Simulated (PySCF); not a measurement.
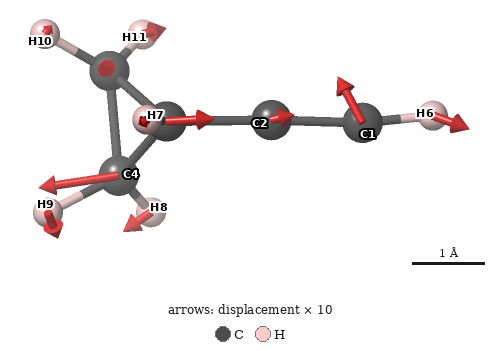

A relaxation of C5H6. The starting structure is drawn; red arrows show the displacements, 10 times their true length. The two geometries are superimposed by the best rigid fit.

Style: ball-and-stick. Shown face on.

The start comes from MMFF94s. Its atoms were then displaced at random by about 0.03 Å.

Method: PBE0-D3(BJ)/def2-SVP geometry optimisation, gas phase in PySCF 2.14.0, density-fitted response routines. 

**Describe the change and its energy.**

Over 7 geometry steps the energy falls by 23.5 kcal/mol. A C atom moves most after the best rigid fit: 0.11 Å. By element the largest moves are C 0.11 Å, H 0.06 Å. Some distances before and after: C–C 1.389 → 1.512 Å, C–H 1.195 → 1.093 Å, C–H 0.997 → 1.074 Å, C–C 1.278 → 1.212 Å. Bond angles that change, for instance: C–C–H 125.8° → 116.9°, C–C–H 171.5° → 179.7°, C–C–H 123.9° → 116.1°.
